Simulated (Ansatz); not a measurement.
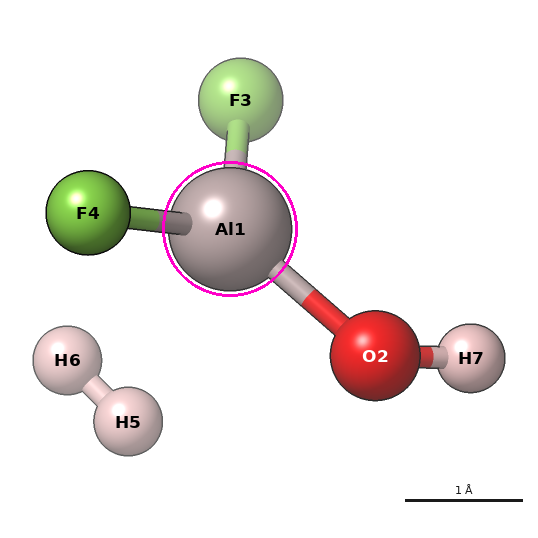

Orthographic view. Distant atoms are faded towards the background colour. The geometry was computed by an optimisation with PBE0-D4/def2-TZVP.

**Which atoms are bonded to the circled atom?**

The circled atom is Al1; it is bonded to O2, F3, F4.

**Of Al1 and F3, which is nearer the viewer?**

Al1; the bond to F3 points away from the viewer, so it looks shorter than its 1.64 Å.

**Which atom is nearest the viewer?**

F4, 1.4 Å in front of the mean position.
